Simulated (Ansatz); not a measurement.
# Relaxing a frame of liquid hydrogen fluoride from 293 K (184 atoms), part 2 of 3

How does a frame of liquid hydrogen fluoride from 293 K (184 atoms) relax, and what do bonds, charges and levels look like afterwards?

Ansatz 0.2.0; Kohn-Sham DFT, r2SCAN, PAW (set soft_2), plane waves.

The cell: 92 F and 92 H. The starting topology of bonds comes from the classical model. The Brillouin zone is sampled at Γ only, in a cell whose shortest periodic width is 14 Å.

So far. Step 2 (Single point at the start): The r.m.s. force component of 0.72 eV/Å and the pressure of 2.2 GPa set the starting point.

## Step 3: Relaxation

With the cell held, the atoms are moved downhill towards a nearby minimum.

The input, input.yaml:

```yaml
crystal:
  lattice:
    - [14.46135, 0.0, 0.0]
    - [0.0, 14.46135, 0.0]
    - [0.0, 0.0, 14.46135]
  atoms:
    [... the 184 atom lines of step 2 ...]
kpoints:
  mp_grid: { grid: [1, 1, 1] }
hamiltonian:
  xc: r2scan
scf:
  occupations: { method: fermi_dirac, width: 0.05 }
output:
  forces: true
relax:
  f_tol: 0.03
  max_steps: 200
```

The run is started by

```console
ansatz run input.yaml --threads 8 --pin off --max-ram 15872MiB --backend cpu --events-out ev --progress --plain --runs-dir out
```

Numbers of over 12 decimals in the logs are rounded to 6 here.

Output:

```text
[...]
Crystal: 184 atoms, lattice volume = 3024.311 Å³
Basis set: ecut = 500 eV, 76813 PW (Γ), exchange–correlation on 432×432×432 points (64 copies of the dense FFT grid, shifted against one another)
Bands: 552, of which v1, the nominal top of the filled ones, is band 368 counted from 1 (367 counted from 0)
Symmetry: 1 space group operations
[...]
k-points: 1
[...]
SCF iter   1: F=—  HF=-75981.300362 eV  |F-HF|=—  |Δ(HF+E_count)|=         —  Δρ=8.34e-3  dr2=1.96e0  dr2_τ=6.59e0  ethr=1.77e-3  ⟨swp⟩=6.0  Hψ=2353  notcnv=0  defer=69
[...]
SCF iter   3: F=—  HF=-75980.951351 eV  |F-HF|=—  |Δ(HF+E_count)|=   9.53e-2  Δρ=1.42e-3  dr2=6.43e-2  dr2_τ=4.33e-3  ethr=3.12e-5  ⟨swp⟩=2.0  Hψ=600  notcnv=0  defer=51
automatic band count: iteration 3 solves 426 bands in place of 552: the levels show a gap, and the empty bands left out lie too high to hold charge; the band table lists the bands solved (type scf.n_extra_bands for more)
SCF iter   4: F=—  HF=-75981.001546 eV  |F-HF|=—  |Δ(HF+E_count)|=   5.02e-2  Δρ=2.86e-4  dr2=1.84e-3  dr2_τ=1.70e-4  ethr=8.73e-6  ⟨swp⟩=2.0  Hψ=658  notcnv=0  defer=51
[...]
SCF iter   8: F=-75981.012092 eV  HF=-75981.012083 eV  |F-HF|=8.90e-6  |Δ(HF+E_count)|=   5.63e-5  Δρ=5.24e-6  dr2=5.70e-7  dr2_τ=4.87e-8  ethr=6.10e-10  ⟨swp⟩=3.0  Hψ=1384  notcnv=0
SCF 1 converged in 8 iterations: F = -75981.012092 eV  dr2 = 5.70e-7
[...]
relax step   1: F+E_penalty+E_count = -75981.01209161 eV  Δ(F+E_penalty+E_count) = +0.000e0 eV  max|allowed force component| = 3.502e0 eV/Å  Δτ_max = 0.0000 Å  (8 SCF iters, dr2 threshold 2.25e-5 eV, accepted)
[... from here on, the SCF cycles and remarks between the steps are left out ...]
relax step   2: F+E_penalty+E_count = -75985.91242577 eV  Δ(F+E_penalty+E_count) = -4.900e0 eV  max|allowed force component| = 1.128e0 eV/Å  Δτ_max = 0.1914 Å  (7 SCF iters, dr2 threshold 1.00e-4 eV, accepted)
relax step   3: F+E_penalty+E_count = -75989.47816609 eV  Δ(F+E_penalty+E_count) = -3.566e0 eV  max|allowed force component| = 1.428e0 eV/Å  Δτ_max = 0.1948 Å  (7 SCF iters, dr2 threshold 7.95e-5 eV, accepted)
relax step   4: F+E_penalty+E_count = -75990.84430256 eV  Δ(F+E_penalty+E_count) = -1.366e0 eV  max|allowed force component| = 9.562e-1 eV/Å  Δτ_max = 0.1926 Å  (7 SCF iters, dr2 threshold 1.00e-4 eV, accepted)
relax step   5: F+E_penalty+E_count = -75991.83367872 eV  Δ(F+E_penalty+E_count) = -9.894e-1 eV  max|allowed force component| = 1.034e0 eV/Å  Δτ_max = 0.1941 Å  (7 SCF iters, dr2 threshold 1.00e-4 eV, accepted)
relax step   6: F+E_penalty+E_count = -75992.57388309 eV  Δ(F+E_penalty+E_count) = -7.402e-1 eV  max|allowed force component| = 7.428e-1 eV/Å  Δτ_max = 0.1916 Å  (7 SCF iters, dr2 threshold 1.00e-4 eV, accepted)
relax step   7: F+E_penalty+E_count = -75993.11402623 eV  Δ(F+E_penalty+E_count) = -5.401e-1 eV  max|allowed force component| = 7.638e-1 eV/Å  Δτ_max = 0.1942 Å  (7 SCF iters, dr2 threshold 1.00e-4 eV, accepted)
relax step   8: F+E_penalty+E_count = -75993.54052876 eV  Δ(F+E_penalty+E_count) = -4.265e-1 eV  max|allowed force component| = 2.907e-1 eV/Å  Δτ_max = 0.1937 Å  (7 SCF iters, dr2 threshold 1.00e-4 eV, accepted)
relax step   9: F+E_penalty+E_count = -75993.89283015 eV  Δ(F+E_penalty+E_count) = -3.523e-1 eV  max|allowed force component| = 3.442e-1 eV/Å  Δτ_max = 0.1981 Å  (7 SCF iters, dr2 threshold 1.22e-5 eV, accepted)
relax step  10: F+E_penalty+E_count = -75994.17496917 eV  Δ(F+E_penalty+E_count) = -2.821e-1 eV  max|allowed force component| = 2.945e-1 eV/Å  Δτ_max = 0.1922 Å  (7 SCF iters, dr2 threshold 1.72e-5 eV, accepted)
relax step  11: F+E_penalty+E_count = -75994.39897954 eV  Δ(F+E_penalty+E_count) = -2.240e-1 eV  max|allowed force component| = 5.484e-1 eV/Å  Δτ_max = 0.1914 Å  (7 SCF iters, dr2 threshold 6.35e-5 eV, accepted)
relax step  12: F+E_penalty+E_count = -75994.60307794 eV  Δ(F+E_penalty+E_count) = -2.041e-1 eV  max|allowed force component| = 3.132e-1 eV/Å  Δτ_max = 0.1950 Å  (7 SCF iters, dr2 threshold 1.00e-4 eV, accepted)
relax step  13: F+E_penalty+E_count = -75994.79092122 eV  Δ(F+E_penalty+E_count) = -1.878e-1 eV  max|allowed force component| = 3.127e-1 eV/Å  Δτ_max = 0.1931 Å  (7 SCF iters, dr2 threshold 3.20e-5 eV, accepted)
relax step  14: F+E_penalty+E_count = -75994.93209198 eV  Δ(F+E_penalty+E_count) = -1.412e-1 eV  max|allowed force component| = 2.904e-1 eV/Å  Δτ_max = 0.1950 Å  (7 SCF iters, dr2 threshold 3.19e-5 eV, accepted)
relax step  15: F+E_penalty+E_count = -75995.05381814 eV  Δ(F+E_penalty+E_count) = -1.217e-1 eV  max|allowed force component| = 1.970e-1 eV/Å  Δτ_max = 0.1977 Å  (7 SCF iters, dr2 threshold 7.27e-5 eV, accepted)
relax step  16: F+E_penalty+E_count = -75995.15551138 eV  Δ(F+E_penalty+E_count) = -1.017e-1 eV  max|allowed force component| = 3.753e-1 eV/Å  Δτ_max = 0.1947 Å  (7 SCF iters, dr2 threshold 1.79e-5 eV, accepted)
relax step  17: F+E_penalty+E_count = -75995.26113304 eV  Δ(F+E_penalty+E_count) = -1.056e-1 eV  max|allowed force component| = 2.613e-1 eV/Å  Δτ_max = 0.1946 Å  (7 SCF iters, dr2 threshold 6.48e-5 eV, accepted)
[...]
relax step  60: F+E_penalty+E_count = -75996.29377707 eV  Δ(F+E_penalty+E_count) = +2.828e-4 eV  max|allowed force component| = 3.595e-1 eV/Å  Δτ_max = 0.1588 Å  (7 SCF iters, dr2 threshold 6.66e-6 eV, rejected (line search))
relax step  61: F+E_penalty+E_count = -75996.30550472 eV  Δ(F+E_penalty+E_count) = -1.144e-2 eV  max|allowed force component| = 7.052e-2 eV/Å  Δτ_max = 0.0779 Å  (8 SCF iters, accepted)
[...]
relax step  73: F+E_penalty+E_count = -75996.37122539 eV  Δ(F+E_penalty+E_count) = -1.954e-7 eV  max|allowed force component| = 1.990e-2 eV/Å  Δτ_max = 0.0000 Å  (2 SCF iters, accepted)
relax step  74: F+E_penalty+E_count = -75996.37336325 eV  Δ(F+E_penalty+E_count) = -2.138e-3 eV  max|allowed force component| = 2.039e-1 eV/Å  Δτ_max = 0.1798 Å  (8 SCF iters, accepted)
[...]
relax step  76: F+E_penalty+E_count = -75996.37704127 eV  Δ(F+E_penalty+E_count) = -1.844e-6 eV  max|allowed force component| = 3.817e-2 eV/Å  Δτ_max = 0.0000 Å  (3 SCF iters, accepted)
relax step  77: F+E_penalty+E_count = -75996.37975423 eV  Δ(F+E_penalty+E_count) = -2.713e-3 eV  max|allowed force component| = 2.762e-2 eV/Å  Δτ_max = 0.0509 Å  (8 SCF iters, accepted)
relax step  78: F+E_penalty+E_count = -75996.38528101 eV  Δ(F+E_penalty+E_count) = -5.527e-3 eV  max|allowed force component| = 2.115e-1 eV/Å  Δτ_max = 0.1950 Å  (8 SCF iters, accepted)
[...]
relax step  83: F+E_penalty+E_count = -75996.41445375 eV  Δ(F+E_penalty+E_count) = -5.723e-3 eV  max|allowed force component| = 2.115e-1 eV/Å  Δτ_max = 0.0442 Å  (5 SCF iters, dr2 threshold 1.00e-4 eV, accepted)
relax step  84: F+E_penalty+E_count = -75996.42218482 eV  Δ(F+E_penalty+E_count) = -7.731e-3 eV  max|allowed force component| = 5.901e-2 eV/Å  Δτ_max = 0.1415 Å  (6 SCF iters, dr2 threshold 1.08e-5 eV, accepted)
relax step  85: F+E_penalty+E_count = -75996.42488499 eV  Δ(F+E_penalty+E_count) = -2.700e-3 eV  max|allowed force component| = 2.516e-2 eV/Å  Δτ_max = 0.0575 Å  (8 SCF iters, accepted)
relax step  86: F+E_penalty+E_count = -75996.42818104 eV  Δ(F+E_penalty+E_count) = -3.296e-3 eV  max|allowed force component| = 3.386e-2 eV/Å  Δτ_max = 0.0911 Å  (8 SCF iters, accepted)
relax step  87: F+E_penalty+E_count = -75996.43117913 eV  Δ(F+E_penalty+E_count) = -2.998e-3 eV  max|allowed force component| = 4.823e-2 eV/Å  Δτ_max = 0.0656 Å  (8 SCF iters, accepted)
relax step  88: F+E_penalty+E_count = -75996.43407822 eV  Δ(F+E_penalty+E_count) = -2.899e-3 eV  max|allowed force component| = 7.759e-2 eV/Å  Δτ_max = 0.0703 Å  (7 SCF iters, dr2 threshold 2.33e-6 eV, accepted)
relax step  89: F+E_penalty+E_count = -75996.43609633 eV  Δ(F+E_penalty+E_count) = -2.018e-3 eV  max|allowed force component| = 5.718e-2 eV/Å  Δτ_max = 0.0611 Å  (7 SCF iters, dr2 threshold 6.02e-6 eV, accepted)
relax step  90: F+E_penalty+E_count = -75996.43727104 eV  Δ(F+E_penalty+E_count) = -1.175e-3 eV  max|allowed force component| = 1.685e-1 eV/Å  Δτ_max = 0.0992 Å  (7 SCF iters, dr2 threshold 1.78e-6 eV, accepted)
relax step  91: F+E_penalty+E_count = -75996.44006042 eV  Δ(F+E_penalty+E_count) = -2.789e-3 eV  max|allowed force component| = 5.057e-2 eV/Å  Δτ_max = 0.0209 Å  (5 SCF iters, dr2 threshold 1.54e-5 eV, accepted)
relax step  92: F+E_penalty+E_count = -75996.44134124 eV  Δ(F+E_penalty+E_count) = -1.281e-3 eV  max|allowed force component| = 3.800e-2 eV/Å  Δτ_max = 0.0286 Å  (7 SCF iters, accepted)
relax step  93: F+E_penalty+E_count = -75996.44286043 eV  Δ(F+E_penalty+E_count) = -1.519e-3 eV  max|allowed force component| = 4.911e-2 eV/Å  Δτ_max = 0.0562 Å  (8 SCF iters, accepted)
relax step  94: F+E_penalty+E_count = -75996.44415500 eV  Δ(F+E_penalty+E_count) = -1.295e-3 eV  max|allowed force component| = 6.087e-2 eV/Å  Δτ_max = 0.0746 Å  (7 SCF iters, dr2 threshold 1.36e-6 eV, accepted)
relax step  95: F+E_penalty+E_count = -75996.44520863 eV  Δ(F+E_penalty+E_count) = -1.054e-3 eV  max|allowed force component| = 2.958e-2 eV/Å  Δτ_max = 0.0538 Å  (6 SCF iters, dr2 threshold 3.71e-6 eV, accepted)
relax step  96: F+E_penalty+E_count = -75996.44520936 eV  Δ(F+E_penalty+E_count) = -7.358e-7 eV  max|allowed force component| = 2.950e-2 eV/Å  Δτ_max = 0.0000 Å  (3 SCF iters, accepted)
[...]
SCF iter   2: F=-75996.445209 eV  HF=-75996.445209 eV  |F-HF|=2.11e-8  |Δ(HF+E_count)|=   4.45e-8  Δρ=8.67e-7  dr2=9.72e-9  dr2_τ=2.47e-9  ethr=4.09e-12  ⟨swp⟩=3.0  Hψ=1200  notcnv=0
SCF 97 converged in 2 iterations: F = -75996.445209 eV  dr2 = 9.72e-9
SCF converged after 2 iterations
Free energy (F): -75996.445209 eV
[...]
Internal energy: -75996.445209 eV  (E = F + TS)
E sigma→0 (E₀):  -75996.445209 eV
Fermi energy:    -2.679180 eV
[...]
--- Forces (eV/Å), atoms counted from 1 ---
  atom   1  F      0.00065081    -0.00262125    -0.00117559
  atom   2  H      0.00123010     0.00096608     0.00033773
  atom   3  F     -0.00159358    -0.00233419     0.00074577
  atom   4  H      0.00097439     0.00084773    -0.00021692
  atom   5  F      0.00635167    -0.00003888     0.00263270
  atom   6  H     -0.00522377    -0.00199064    -0.00428992
  atom   7  F      0.00331101     0.00158389     0.00563765
  atom   8  H     -0.00261807    -0.00026963    -0.00221772
  atom   9  F     -0.00169758    -0.00372817     0.00135033
  atom  10  H      0.00065248     0.00043849    -0.00001647
  atom  11  F     -0.00087565     0.00036552    -0.00771313
  atom  12  H     -0.00016145     0.00018457     0.00880352
  atom  13  F     -0.00024981     0.00006305     0.00221314
  atom  14  H      0.00159662    -0.00101215    -0.00220367
[...]
atom 183  F     -0.02485565     0.00808175    -0.00523644
  atom 184  H      0.02949645    -0.00827715     0.00487382
  max |Σ_I F_I| component: 3.76e-4 eV/Å
--- Relaxed structure (96 steps of the walk, 91 accepted, 0 SCFs on fresh bases) ---
  F+E_penalty+E_count = -75996.44520936 eV   max|allowed force component| = 2.950e-2 eV/Å
  atoms:
    - { symbol: F, position: [0.221348, 0.490697, 0.997962] }
    - { symbol: H, position: [0.160022, 0.513544, -0.015067] }
    - { symbol: F, position: [0.066257, 0.552733, -0.037184] }
    - { symbol: H, position: [0.021017, 0.563567, 0.00999442] }
[...]
- { symbol: H, position: [0.562874, 0.754853, 0.424874] }
```

Wall time 71 min (8 threads of Intel Xeon at 2.70GHz, shared host); peak memory 8.4 GiB.

Step by step (22 of 96):

```csv
step,energy less that of the first step (eV),largest force component (eV/Å)
1,0.0000,3.5025
6,-11.5618,0.7428
10,-13.1629,0.2945
15,-14.0417,0.1970
19,-14.3866,0.3853
24,-14.5676,0.0603
28,-14.6358,0.0881
33,-14.7525,0.1918
37,-14.8763,0.1480
42,-15.0439,0.3070
46,-15.1108,1.0079
51,-15.2142,0.3280
55,-15.2645,0.0570
60,-15.2817,0.3595
64,-15.3181,0.1822
69,-15.3485,0.0668
73,-15.3591,0.0199
78,-15.3732,0.2115
82,-15.3966,0.4297
87,-15.4191,0.0482
91,-15.4280,0.0506
96,-15.4331,0.0295
```

Relaxation steps 21, 25, 46, 58, 60 were tried and not accepted.

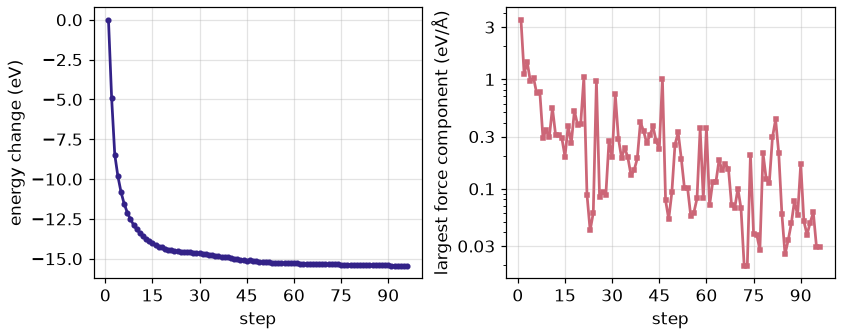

Energy and largest force along the relaxation.

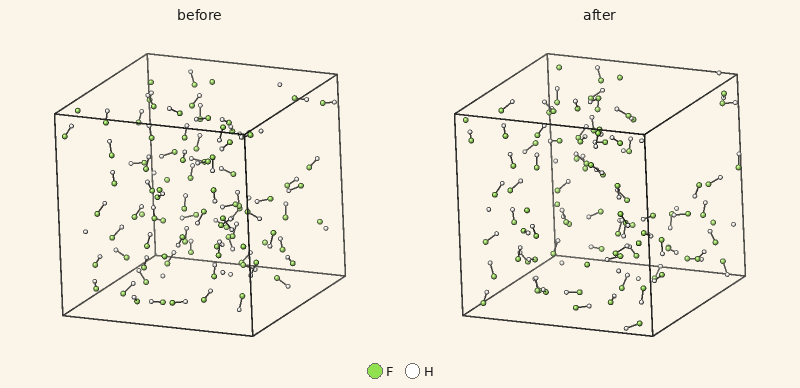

The structure before and after the relaxation, drawn at the same scale. Bonds to atoms that aren't drawn are left out.

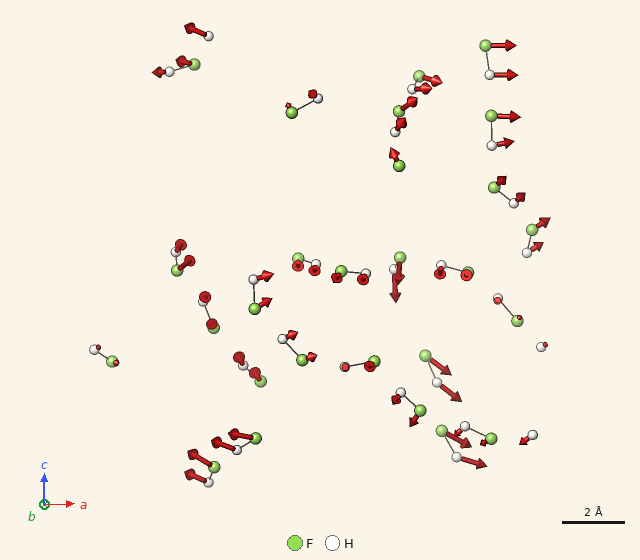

Displacements in the relaxation, scaled; the longest in the cell stands for 3.34 Å. Drawn is a slice 4 Å thick, seen along the normal of the ac plane. Bonds to atoms that aren't drawn are left out.

The atoms that moved most (Å):

```csv
atom,dx,dy,dz,length
F93,-1.754,2.683,0.953,3.344
F115,-1.633,-2.814,0.527,3.296
F21,2.481,-0.493,-2.083,3.276
H140,-1.714,2.702,0.492,3.238
H22,2.476,-1.172,-1.710,3.229
F89,2.444,-1.980,0.544,3.192
F167,0.276,-0.876,-3.019,3.155
H60,-1.959,2.336,-0.597,3.106
```

The relaxation changed the energy by -83.9 meV/atom, and atoms moved by 1.7 Å r.m.s., 3.3 Å at most.

## Step 4: Local order after relaxation

Density 1.01 g/cm³, 16.44 Å³ an atom.

g(r), total and by pair (bins of 0.2 Å):

```csv
r (Å),total,F-F,F-H,H-H
0.90,6.90,0.00,13.75,0.00
1.10,0.00,0.00,0.00,0.00
1.30,0.00,0.00,0.00,0.00
1.50,3.04,0.00,6.09,0.00
1.70,0.00,0.00,0.00,0.00
1.90,0.05,0.00,0.00,0.22
2.10,1.43,0.00,0.00,5.71
2.30,0.01,0.00,0.00,0.06
2.50,1.12,4.42,0.02,0.00
2.70,0.79,0.04,1.40,0.31
2.90,1.73,1.88,2.06,0.93
3.10,1.70,2.66,1.55,1.03
3.30,1.37,1.32,1.31,1.54
3.50,1.19,0.79,1.34,1.30
3.70,1.01,0.50,1.05,1.43
3.90,1.13,0.61,1.25,1.40
4.10,1.25,1.19,1.04,1.72
4.30,0.96,1.19,0.88,0.91
4.50,0.86,0.80,0.92,0.80
4.70,0.98,1.08,1.06,0.72
4.90,1.06,1.01,1.08,1.08
5.10,0.92,0.96,0.94,0.86
5.30,0.98,1.29,0.91,0.83
5.50,0.99,1.05,0.96,0.99
5.70,0.98,0.92,1.02,0.94
5.90,0.98,1.03,0.99,0.93
6.10,0.98,0.86,0.98,1.11
6.30,0.96,1.08,0.90,0.98
```

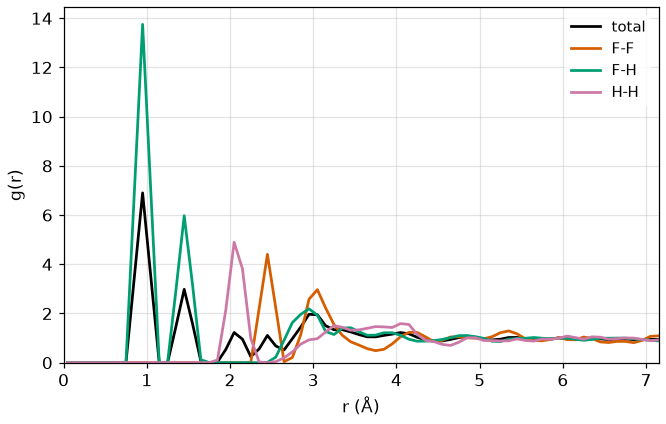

Pair distribution functions, lightly smoothed.

[end of part 2 of 3]

[Logs are printed without paths, hosts, clocks, repeated set-up lines and the standing remarks that a program may print on its own settings, such as how far it seeks lower states.]

[Hosts, paths, dates, database ids (printed as entryN), source tags and the programs' standing remarks are cut or masked in the printed files.]
